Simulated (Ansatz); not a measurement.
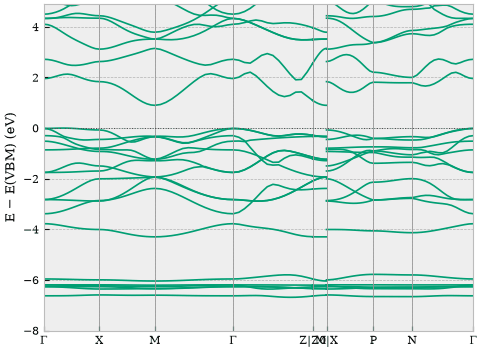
Figure. Band structure from plane-wave PAW r²SCAN (Ansatz code)

Read off the gap and where the band edges lie.

About 0.9 eV (0.90 eV by a search for the band edges); maximum on the Γ–X line, 34 % of the way from Γ, minimum at M.

The material is Rb2SnHgTe4 in space group I-42m (No. 121; Rb on 4c, Sn on 2b, Hg on 2a, Te on 8i).

The workflow started from a Materials Project entry (that database holds measured and hypothetical structures alike); the Crystallography Open Database files this formula in space group No. 121, but the cells were not matched. Whether it is the stable phase at ambient conditions was not checked. Symmetry was held in the r²SCAN relaxation; its stability against distortions is not shown here. Scalar-relativistic: spin–orbit coupling is off unless named, which matters more the heavier the elements.

Potentials: the later of the program's two PAW sets.
